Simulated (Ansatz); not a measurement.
System: F$_{2}$Ge.

Input

```
crystal:
  periodic: [false, false, false]
  atoms:
    - {symbol: Ge, position_ang: [0.004963, -0.007579, -0.776201]}
    - {symbol: F, position_ang: [1.333382, -0.019143, 0.396871]}
    - {symbol: F, position_ang: [-1.338354, 0.026722, 0.379330]}
basis:
  gaussian: {orbitals: def2-TZVP, initial_orbitals: start.molden}
hamiltonian: {xc: pbe0, dispersion: d4}
output: {orbitals: {seedname: orbitals}}
```

Command:

```sh
ansatz run in.yaml --threads 4 --pin off --events-out ev --progress --plain --max-ram 3916MiB
```

Geometry: PBE-D4/def2-TZVP.

All numbers below come from Ansatz 0.2.0, RKS PBE0-D4/def2-TZVP.

Predict the electron density and electron localisation function between the atoms.

Answer. Ge–F (1.77 Å): the density is about 0.9 e/Å³ at the midpoint; the ELF peaks at about 0.80 in the valence shell of F, 0.6 Å from its nucleus, and is about 0.25 at the midpoint.

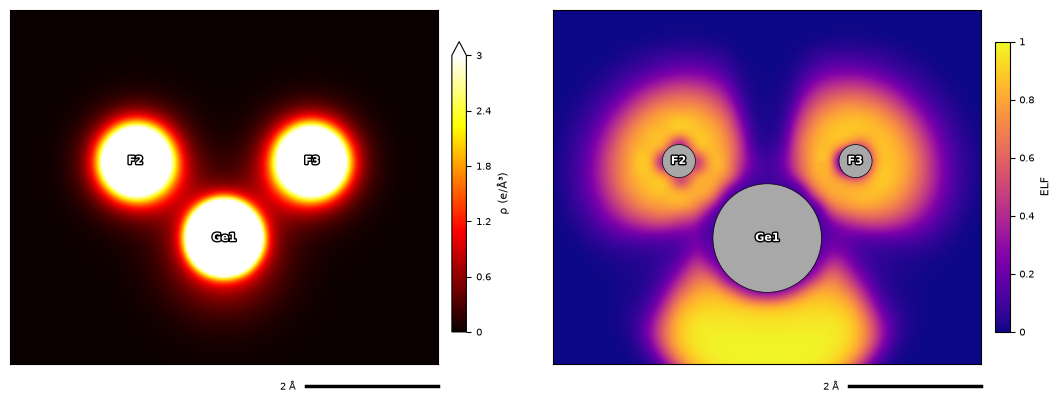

Computed electron density and electron localisation function on the molecular plane, in this order. Grey discs cover the atomic cores in the ELF map. 
